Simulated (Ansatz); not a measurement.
## Molecular dynamics of MoHCl₂F₄ (part 1 of 3)

The run: molecular dynamics of MoHCl₂F₄, multiplicity 2. Method and program: UKS PBE/def2-SVP (Ansatz 0.2.0).

It belongs to a series of runs on one base structure; here: dynamics from the highest image of the converged band. Figures and captions count atoms from 1; the log counts them from 0 in places.

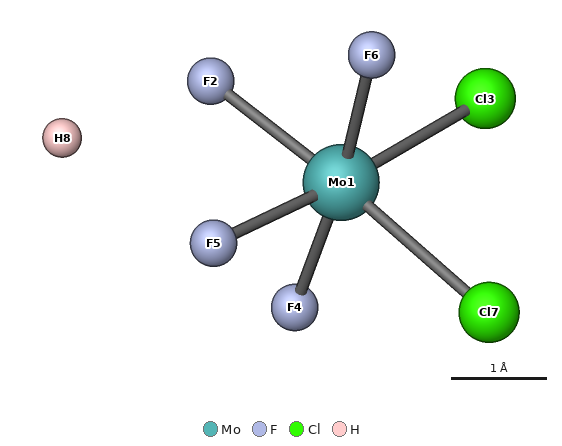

Figure 1. The structure as given in the input (ball-and-stick view, seen at a tilt; atoms are numbered from 1 in the order of the input). Sticks mark near contacts.

The input:
```yaml
crystal:
  periodic: [false, false, false]
  atoms:
    - { symbol: Mo, position_ang: [0.228321, 0.0, 0.055687] }
    - { symbol: F, position_ang: [0.703972, 0.0, 1.871604] }
    - { symbol: Cl, position_ang: [2.429258, 0.0, -0.576157] }
    - { symbol: F, position_ang: [0.188679, 1.847614, 0.13239] }
    - { symbol: F, position_ang: [-1.530336, 0.0, 0.710463] }
    - { symbol: F, position_ang: [0.188679, -1.847615, 0.132389] }
    - { symbol: Cl, position_ang: [-0.518167, 0.0, -2.108835] }
    - { symbol: H, position_ang: [-1.150406, 1.0e-06, 2.732459] }
magnetization:
  spin_polarized: true
  initial_magnetization: 1
basis:
  gaussian: { orbitals: def2-SVP }
hamiltonian:
  xc: pbe
md:
  timestep: 0.5
  n_steps: 200
  ensemble: nve
  temperature: 100.0
  initial_velocities: maxwell_boltzmann
  seed: 2234
```

Command:
```bash
ansatz run input.yaml --threads 4 --pin off --max-ram 5120MiB --backend cpu --events-out ev --progress --plain --runs-dir out
```

Log:
```
Engine: ansatz 0.2.0, aarch64-unknown-linux-gnu
Functional definition: PBE
  parameter kappa = 0.804
  parameter beta = 0.06672455060314922
  exchange = pbe_x(kappa = kappa, mu = beta*pi^2/3)
  correlation = pbe_c(beta = beta)
1343 factors; their error is unknown
mean field evaluation 1: about -37744.1615 eV, gradient 5.0e1 eV
mean field evaluation 2: about -37510.8018 eV, gradient 2.3e2 eV
mean field evaluation 4: about -37748.3972 eV, gradient 2.5e1 eV
mean field evaluation 8: about -37752.8941 eV, gradient 1.0e0 eV
mean field evaluation 16: about -37752.8332 eV, gradient 1.9e-2 eV
mean field evaluation 32: about -37750.3633 eV, gradient 1.7e-4 eV
mean field evaluation 64: about -37750.4132 eV, gradient 8.3e-1 eV
mean field evaluation 96: about -37750.9136 eV, gradient 5.4e0 eV
mean field -37752.83315821 eV, -1387.3910287749 hartree, gradient 4.9e-5 eV, S^2 0.756626; 7 other end points of the search recorded, 0 dependent functions left out
the calculation of the forces begins
reference -37752.83323198 eV, -1387.3910314860 hartree; 43, 42 occupied and 85, 86 virtual orbitals, 1343 factors
md step     0: t =     0.00 fs  T =   100.0 K  F+E_penalty+E_count = -37752.83315821 eV  E_kin = 0.077556 eV  conserved = -37752.75560221 eV  (352 SCF iters)
these checks for a lower state are left out or cut short: starts, cluster_reference, orbital_swaps, neighbouring_geometries, increment
1343 factors; their error is unknown
mean field -37752.83306048 eV, -1387.3910251835 hartree, gradient 2.3e-5 eV, S^2 0.756507; 0 other end points of the search recorded, 0 dependent functions left out
the calculation of the forces begins
reference -37752.83313425 eV, -1387.3910278943 hartree; 43, 42 occupied and 85, 86 virtual orbitals, 1343 factors
md step     1: t =     0.50 fs  T =    99.9 K  F+E_penalty+E_count = -37752.83306048 eV  E_kin = 0.077458 eV  conserved = -37752.75560219 eV  (34 SCF iters)
[... from here on the SCF iterations and repeated set-up lines of each step are left out, up to the last step ...]
md step     2: t =     1.00 fs  T =    99.5 K  F+E_penalty+E_count = -37752.83277078 eV  E_kin = 0.077169 eV  conserved = -37752.75560197 eV  (35 SCF iters)
md step     3: t =     1.50 fs  T =    98.9 K  F+E_penalty+E_count = -37752.83229246 eV  E_kin = 0.076691 eV  conserved = -37752.75560163 eV  (35 SCF iters)
md step     4: t =     2.00 fs  T =    98.0 K  F+E_penalty+E_count = -37752.83163089 eV  E_kin = 0.076030 eV  conserved = -37752.75560114 eV  (34 SCF iters)
md step     5: t =     2.50 fs  T =    97.0 K  F+E_penalty+E_count = -37752.83079345 eV  E_kin = 0.075193 eV  conserved = -37752.75560057 eV  (34 SCF iters)
md step     6: t =     3.00 fs  T =    95.7 K  F+E_penalty+E_count = -37752.82978939 eV  E_kin = 0.074189 eV  conserved = -37752.75560000 eV  (34 SCF iters)
md step     7: t =     3.50 fs  T =    94.2 K  F+E_penalty+E_count = -37752.82862938 eV  E_kin = 0.073030 eV  conserved = -37752.75559922 eV  (34 SCF iters)
md step     8: t =     4.00 fs  T =    92.5 K  F+E_penalty+E_count = -37752.82732597 eV  E_kin = 0.071728 eV  conserved = -37752.75559831 eV  (35 SCF iters)
md step     9: t =     4.50 fs  T =    90.6 K  F+E_penalty+E_count = -37752.82589311 eV  E_kin = 0.070296 eV  conserved = -37752.75559736 eV  (35 SCF iters)
md step    10: t =     5.00 fs  T =    88.6 K  F+E_penalty+E_count = -37752.82434587 eV  E_kin = 0.068750 eV  conserved = -37752.75559635 eV  (34 SCF iters)
md step    11: t =     5.50 fs  T =    86.5 K  F+E_penalty+E_count = -37752.82270042 eV  E_kin = 0.067105 eV  conserved = -37752.75559528 eV  (35 SCF iters)
md step    12: t =     6.00 fs  T =    84.3 K  F+E_penalty+E_count = -37752.82097376 eV  E_kin = 0.065380 eV  conserved = -37752.75559418 eV  (34 SCF iters)
md step    13: t =     6.50 fs  T =    82.0 K  F+E_penalty+E_count = -37752.81918342 eV  E_kin = 0.063590 eV  conserved = -37752.75559295 eV  (35 SCF iters)
md step    14: t =     7.00 fs  T =    79.6 K  F+E_penalty+E_count = -37752.81734787 eV  E_kin = 0.061756 eV  conserved = -37752.75559202 eV  (34 SCF iters)
md step    15: t =     7.50 fs  T =    77.2 K  F+E_penalty+E_count = -37752.81548482 eV  E_kin = 0.059894 eV  conserved = -37752.75559083 eV  (34 SCF iters)
md step    16: t =     8.00 fs  T =    74.8 K  F+E_penalty+E_count = -37752.81361282 eV  E_kin = 0.058023 eV  conserved = -37752.75558969 eV  (35 SCF iters)
md step    17: t =     8.50 fs  T =    72.4 K  F+E_penalty+E_count = -37752.81174987 eV  E_kin = 0.056161 eV  conserved = -37752.75558860 eV  (34 SCF iters)
md step    18: t =     9.00 fs  T =    70.0 K  F+E_penalty+E_count = -37752.80991357 eV  E_kin = 0.054326 eV  conserved = -37752.75558754 eV  (33 SCF iters)
md step    19: t =     9.50 fs  T =    67.7 K  F+E_penalty+E_count = -37752.80812088 eV  E_kin = 0.052534 eV  conserved = -37752.75558653 eV  (33 SCF iters)
md step    20: t =    10.00 fs  T =    65.5 K  F+E_penalty+E_count = -37752.80638794 eV  E_kin = 0.050802 eV  conserved = -37752.75558558 eV  (34 SCF iters)
md step    21: t =    10.50 fs  T =    63.4 K  F+E_penalty+E_count = -37752.80472991 eV  E_kin = 0.049145 eV  conserved = -37752.75558470 eV  (32 SCF iters)
md step    22: t =    11.00 fs  T =    61.3 K  F+E_penalty+E_count = -37752.80316073 eV  E_kin = 0.047577 eV  conserved = -37752.75558391 eV  (34 SCF iters)
md step    23: t =    11.50 fs  T =    59.5 K  F+E_penalty+E_count = -37752.80169307 eV  E_kin = 0.046110 eV  conserved = -37752.75558321 eV  (34 SCF iters)
md step    24: t =    12.00 fs  T =    57.7 K  F+E_penalty+E_count = -37752.80033814 eV  E_kin = 0.044756 eV  conserved = -37752.75558260 eV  (33 SCF iters)
md step    25: t =    12.50 fs  T =    56.1 K  F+E_penalty+E_count = -37752.79910558 eV  E_kin = 0.043523 eV  conserved = -37752.75558210 eV  (33 SCF iters)
md step    26: t =    13.00 fs  T =    54.7 K  F+E_penalty+E_count = -37752.79800343 eV  E_kin = 0.042422 eV  conserved = -37752.75558171 eV  (33 SCF iters)
md step    27: t =    13.50 fs  T =    53.5 K  F+E_penalty+E_count = -37752.79703799 eV  E_kin = 0.041457 eV  conserved = -37752.75558142 eV  (33 SCF iters)
md step    28: t =    14.00 fs  T =    52.4 K  F+E_penalty+E_count = -37752.79621384 eV  E_kin = 0.040633 eV  conserved = -37752.75558124 eV  (33 SCF iters)
md step    29: t =    14.50 fs  T =    51.5 K  F+E_penalty+E_count = -37752.79553378 eV  E_kin = 0.039953 eV  conserved = -37752.75558117 eV  (33 SCF iters)
md step    30: t =    15.00 fs  T =    50.8 K  F+E_penalty+E_count = -37752.79499887 eV  E_kin = 0.039418 eV  conserved = -37752.75558121 eV  (34 SCF iters)
md step    31: t =    15.50 fs  T =    50.3 K  F+E_penalty+E_count = -37752.79460842 eV  E_kin = 0.039027 eV  conserved = -37752.75558136 eV  (34 SCF iters)
md step    32: t =    16.00 fs  T =    50.0 K  F+E_penalty+E_count = -37752.79436008 eV  E_kin = 0.038778 eV  conserved = -37752.75558161 eV  (35 SCF iters)
md step    33: t =    16.50 fs  T =    49.9 K  F+E_penalty+E_count = -37752.79424969 eV  E_kin = 0.038668 eV  conserved = -37752.75558175 eV  (33 SCF iters)
md step    34: t =    17.00 fs  T =    49.9 K  F+E_penalty+E_count = -37752.79427212 eV  E_kin = 0.038690 eV  conserved = -37752.75558219 eV  (33 SCF iters)
md step    35: t =    17.50 fs  T =    50.1 K  F+E_penalty+E_count = -37752.79442030 eV  E_kin = 0.038838 eV  conserved = -37752.75558274 eV  (32 SCF iters)
md step    36: t =    18.00 fs  T =    50.4 K  F+E_penalty+E_count = -37752.79468589 eV  E_kin = 0.039103 eV  conserved = -37752.75558333 eV  (33 SCF iters)
md step    37: t =    18.50 fs  T =    50.9 K  F+E_penalty+E_count = -37752.79505954 eV  E_kin = 0.039476 eV  conserved = -37752.75558399 eV  (33 SCF iters)
md step    38: t =    19.00 fs  T =    51.5 K  F+E_penalty+E_count = -37752.79553081 eV  E_kin = 0.039946 eV  conserved = -37752.75558470 eV  (33 SCF iters)
md step    39: t =    19.50 fs  T =    52.2 K  F+E_penalty+E_count = -37752.79608841 eV  E_kin = 0.040503 eV  conserved = -37752.75558545 eV  (33 SCF iters)
md step    40: t =    20.00 fs  T =    53.0 K  F+E_penalty+E_count = -37752.79672030 eV  E_kin = 0.041134 eV  conserved = -37752.75558624 eV  (33 SCF iters)
md step    41: t =    20.50 fs  T =    53.9 K  F+E_penalty+E_count = -37752.79741393 eV  E_kin = 0.041827 eV  conserved = -37752.75558705 eV  (33 SCF iters)
md step    42: t =    21.00 fs  T =    54.9 K  F+E_penalty+E_count = -37752.79815636 eV  E_kin = 0.042568 eV  conserved = -37752.75558788 eV  (33 SCF iters)
md step    43: t =    21.50 fs  T =    55.9 K  F+E_penalty+E_count = -37752.79893443 eV  E_kin = 0.043346 eV  conserved = -37752.75558871 eV  (33 SCF iters)
md step    44: t =    22.00 fs  T =    56.9 K  F+E_penalty+E_count = -37752.79973485 eV  E_kin = 0.044145 eV  conserved = -37752.75558940 eV  (32 SCF iters)
md step    45: t =    22.50 fs  T =    58.0 K  F+E_penalty+E_count = -37752.80054485 eV  E_kin = 0.044955 eV  conserved = -37752.75559021 eV  (34 SCF iters)
md step    46: t =    23.00 fs  T =    59.0 K  F+E_penalty+E_count = -37752.80135157 eV  E_kin = 0.045761 eV  conserved = -37752.75559099 eV  (34 SCF iters)
md step    47: t =    23.50 fs  T =    60.0 K  F+E_penalty+E_count = -37752.80214276 eV  E_kin = 0.046551 eV  conserved = -37752.75559173 eV  (32 SCF iters)
md step    48: t =    24.00 fs  T =    61.0 K  F+E_penalty+E_count = -37752.80290679 eV  E_kin = 0.047314 eV  conserved = -37752.75559242 eV  (33 SCF iters)
md step    49: t =    24.50 fs  T =    61.9 K  F+E_penalty+E_count = -37752.80363285 eV  E_kin = 0.048040 eV  conserved = -37752.75559306 eV  (33 SCF iters)
md step    50: t =    25.00 fs  T =    62.8 K  F+E_penalty+E_count = -37752.80431090 eV  E_kin = 0.048717 eV  conserved = -37752.75559353 eV  (32 SCF iters)
md step    51: t =    25.50 fs  T =    63.6 K  F+E_penalty+E_count = -37752.80493225 eV  E_kin = 0.049338 eV  conserved = -37752.75559398 eV  (33 SCF iters)
md step    52: t =    26.00 fs  T =    64.3 K  F+E_penalty+E_count = -37752.80548923 eV  E_kin = 0.049895 eV  conserved = -37752.75559441 eV  (33 SCF iters)
md step    53: t =    26.50 fs  T =    65.0 K  F+E_penalty+E_count = -37752.80597529 eV  E_kin = 0.050381 eV  conserved = -37752.75559464 eV  (34 SCF iters)
md step    54: t =    27.00 fs  T =    65.5 K  F+E_penalty+E_count = -37752.80638586 eV  E_kin = 0.050791 eV  conserved = -37752.75559512 eV  (33 SCF iters)
md step    55: t =    27.50 fs  T =    65.9 K  F+E_penalty+E_count = -37752.80671682 eV  E_kin = 0.051122 eV  conserved = -37752.75559527 eV  (33 SCF iters)
md step    56: t =    28.00 fs  T =    66.2 K  F+E_penalty+E_count = -37752.80696639 eV  E_kin = 0.051371 eV  conserved = -37752.75559534 eV  (33 SCF iters)
md step    57: t =    28.50 fs  T =    66.5 K  F+E_penalty+E_count = -37752.80713405 eV  E_kin = 0.051539 eV  conserved = -37752.75559524 eV  (33 SCF iters)
md step    58: t =    29.00 fs  T =    66.6 K  F+E_penalty+E_count = -37752.80722103 eV  E_kin = 0.051626 eV  conserved = -37752.75559510 eV  (34 SCF iters)
md step    59: t =    29.50 fs  T =    66.6 K  F+E_penalty+E_count = -37752.80722998 eV  E_kin = 0.051635 eV  conserved = -37752.75559486 eV  (33 SCF iters)
md step    60: t =    30.00 fs  T =    66.5 K  F+E_penalty+E_count = -37752.80716520 eV  E_kin = 0.051571 eV  conserved = -37752.75559453 eV  (33 SCF iters)
md step    61: t =    30.50 fs  T =    66.3 K  F+E_penalty+E_count = -37752.80703254 eV  E_kin = 0.051438 eV  conserved = -37752.75559410 eV  (33 SCF iters)
md step    62: t =    31.00 fs  T =    66.1 K  F+E_penalty+E_count = -37752.80683938 eV  E_kin = 0.051246 eV  conserved = -37752.75559370 eV  (33 SCF iters)
md step    63: t =    31.50 fs  T =    65.8 K  F+E_penalty+E_count = -37752.80659417 eV  E_kin = 0.051001 eV  conserved = -37752.75559312 eV  (33 SCF iters)
md step    64: t =    32.00 fs  T =    65.4 K  F+E_penalty+E_count = -37752.80630682 eV  E_kin = 0.050714 eV  conserved = -37752.75559235 eV  (32 SCF iters)
md step    65: t =    32.50 fs  T =    65.0 K  F+E_penalty+E_count = -37752.80598903 eV  E_kin = 0.050397 eV  conserved = -37752.75559209 eV  (33 SCF iters)
md step    66: t =    33.00 fs  T =    64.5 K  F+E_penalty+E_count = -37752.80565180 eV  E_kin = 0.050060 eV  conserved = -37752.75559135 eV  (33 SCF iters)
md step    67: t =    33.50 fs  T =    64.1 K  F+E_penalty+E_count = -37752.80530825 eV  E_kin = 0.049718 eV  conserved = -37752.75559052 eV  (33 SCF iters)
md step    68: t =    34.00 fs  T =    63.7 K  F+E_penalty+E_count = -37752.80497174 eV  E_kin = 0.049382 eV  conserved = -37752.75558968 eV  (34 SCF iters)
md step    69: t =    34.50 fs  T =    63.3 K  F+E_penalty+E_count = -37752.80465571 eV  E_kin = 0.049067 eV  conserved = -37752.75558861 eV  (32 SCF iters)
md step    70: t =    35.00 fs  T =    62.9 K  F+E_penalty+E_count = -37752.80437434 eV  E_kin = 0.048787 eV  conserved = -37752.75558776 eV  (33 SCF iters)
md step    71: t =    35.50 fs  T =    62.6 K  F+E_penalty+E_count = -37752.80414114 eV  E_kin = 0.048554 eV  conserved = -37752.75558703 eV  (32 SCF iters)
md step    72: t =    36.00 fs  T =    62.4 K  F+E_penalty+E_count = -37752.80396913 eV  E_kin = 0.048383 eV  conserved = -37752.75558625 eV  (33 SCF iters)
md step    73: t =    36.50 fs  T =    62.3 K  F+E_penalty+E_count = -37752.80387101 eV  E_kin = 0.048285 eV  conserved = -37752.75558553 eV  (33 SCF iters)
md step    74: t =    37.00 fs  T =    62.2 K  F+E_penalty+E_count = -37752.80385845 eV  E_kin = 0.048274 eV  conserved = -37752.75558487 eV  (34 SCF iters)
md step    75: t =    37.50 fs  T =    62.4 K  F+E_penalty+E_count = -37752.80394205 eV  E_kin = 0.048358 eV  conserved = -37752.75558433 eV  (34 SCF iters)
md step    76: t =    38.00 fs  T =    62.6 K  F+E_penalty+E_count = -37752.80413094 eV  E_kin = 0.048547 eV  conserved = -37752.75558385 eV  (33 SCF iters)
md step    77: t =    38.50 fs  T =    63.0 K  F+E_penalty+E_count = -37752.80443271 eV  E_kin = 0.048849 eV  conserved = -37752.75558338 eV  (33 SCF iters)
md step    78: t =    39.00 fs  T =    63.5 K  F+E_penalty+E_count = -37752.80485345 eV  E_kin = 0.049270 eV  conserved = -37752.75558312 eV  (33 SCF iters)
md step    79: t =    39.50 fs  T =    64.2 K  F+E_penalty+E_count = -37752.80539705 eV  E_kin = 0.049814 eV  conserved = -37752.75558299 eV  (33 SCF iters)
md step    80: t =    40.00 fs  T =    65.1 K  F+E_penalty+E_count = -37752.80606546 eV  E_kin = 0.050482 eV  conserved = -37752.75558300 eV  (33 SCF iters)
md step    81: t =    40.50 fs  T =    66.1 K  F+E_penalty+E_count = -37752.80685856 eV  E_kin = 0.051275 eV  conserved = -37752.75558313 eV  (33 SCF iters)
md step    82: t =    41.00 fs  T =    67.3 K  F+E_penalty+E_count = -37752.80777400 eV  E_kin = 0.052191 eV  conserved = -37752.75558338 eV  (34 SCF iters)
md step    83: t =    41.50 fs  T =    68.6 K  F+E_penalty+E_count = -37752.80880736 eV  E_kin = 0.053224 eV  conserved = -37752.75558378 eV  (34 SCF iters)
md step    84: t =    42.00 fs  T =    70.1 K  F+E_penalty+E_count = -37752.80995199 eV  E_kin = 0.054368 eV  conserved = -37752.75558432 eV  (33 SCF iters)
md step    85: t =    42.50 fs  T =    71.7 K  F+E_penalty+E_count = -37752.81119920 eV  E_kin = 0.055614 eV  conserved = -37752.75558498 eV  (33 SCF iters)
md step    86: t =    43.00 fs  T =    73.4 K  F+E_penalty+E_count = -37752.81253830 eV  E_kin = 0.056953 eV  conserved = -37752.75558573 eV  (34 SCF iters)
md step    87: t =    43.50 fs  T =    75.3 K  F+E_penalty+E_count = -37752.81395681 eV  E_kin = 0.058370 eV  conserved = -37752.75558656 eV  (33 SCF iters)
md step    88: t =    44.00 fs  T =    77.2 K  F+E_penalty+E_count = -37752.81544069 eV  E_kin = 0.059853 eV  conserved = -37752.75558752 eV  (34 SCF iters)
md step    89: t =    44.50 fs  T =    79.2 K  F+E_penalty+E_count = -37752.81697432 eV  E_kin = 0.061386 eV  conserved = -37752.75558857 eV  (34 SCF iters)
md step    90: t =    45.00 fs  T =    81.2 K  F+E_penalty+E_count = -37752.81854094 eV  E_kin = 0.062951 eV  conserved = -37752.75558967 eV  (33 SCF iters)
md step    91: t =    45.50 fs  T =    83.2 K  F+E_penalty+E_count = -37752.82012285 eV  E_kin = 0.064532 eV  conserved = -37752.75559081 eV  (34 SCF iters)
md step    92: t =    46.00 fs  T =    85.2 K  F+E_penalty+E_count = -37752.82170168 eV  E_kin = 0.066110 eV  conserved = -37752.75559199 eV  (33 SCF iters)
md step    93: t =    46.50 fs  T =    87.2 K  F+E_penalty+E_count = -37752.82325865 eV  E_kin = 0.067665 eV  conserved = -37752.75559317 eV  (33 SCF iters)
md step    94: t =    47.00 fs  T =    89.2 K  F+E_penalty+E_count = -37752.82477491 eV  E_kin = 0.069181 eV  conserved = -37752.75559432 eV  (34 SCF iters)
md step    95: t =    47.50 fs  T =    91.1 K  F+E_penalty+E_count = -37752.82623136 eV  E_kin = 0.070636 eV  conserved = -37752.75559500 eV  (33 SCF iters)
md step    96: t =    48.00 fs  T =    92.9 K  F+E_penalty+E_count = -37752.82761026 eV  E_kin = 0.072015 eV  conserved = -37752.75559563 eV  (32 SCF iters)
md step    97: t =    48.50 fs  T =    94.5 K  F+E_penalty+E_count = -37752.82889454 eV  E_kin = 0.073298 eV  conserved = -37752.75559653 eV  (32 SCF iters)
md step    98: t =    49.00 fs  T =    96.0 K  F+E_penalty+E_count = -37752.83006761 eV  E_kin = 0.074470 eV  conserved = -37752.75559748 eV  (32 SCF iters)
md step    99: t =    49.50 fs  T =    97.4 K  F+E_penalty+E_count = -37752.83111424 eV  E_kin = 0.075516 eV  conserved = -37752.75559833 eV  (31 SCF iters)
md step   100: t =    50.00 fs  T =    98.5 K  F+E_penalty+E_count = -37752.83202083 eV  E_kin = 0.076422 eV  conserved = -37752.75559907 eV  (32 SCF iters)
md step   101: t =    50.50 fs  T =    99.5 K  F+E_penalty+E_count = -37752.83277548 eV  E_kin = 0.077176 eV  conserved = -37752.75559969 eV  (31 SCF iters)
md step   102: t =    51.00 fs  T =   100.3 K  F+E_penalty+E_count = -37752.83336827 eV  E_kin = 0.077768 eV  conserved = -37752.75560030 eV  (31 SCF iters)
md step   103: t =    51.50 fs  T =   100.8 K  F+E_penalty+E_count = -37752.83379053 eV  E_kin = 0.078190 eV  conserved = -37752.75560021 eV  (33 SCF iters)
md step   104: t =    52.00 fs  T =   101.1 K  F+E_penalty+E_count = -37752.83403739 eV  E_kin = 0.078437 eV  conserved = -37752.75560044 eV  (33 SCF iters)
md step   105: t =    52.50 fs  T =   101.2 K  F+E_penalty+E_count = -37752.83410475 eV  E_kin = 0.078504 eV  conserved = -37752.75560052 eV  (32 SCF iters)
md step   106: t =    53.00 fs  T =   101.1 K  F+E_penalty+E_count = -37752.83399125 eV  E_kin = 0.078391 eV  conserved = -37752.75560052 eV  (32 SCF iters)
```
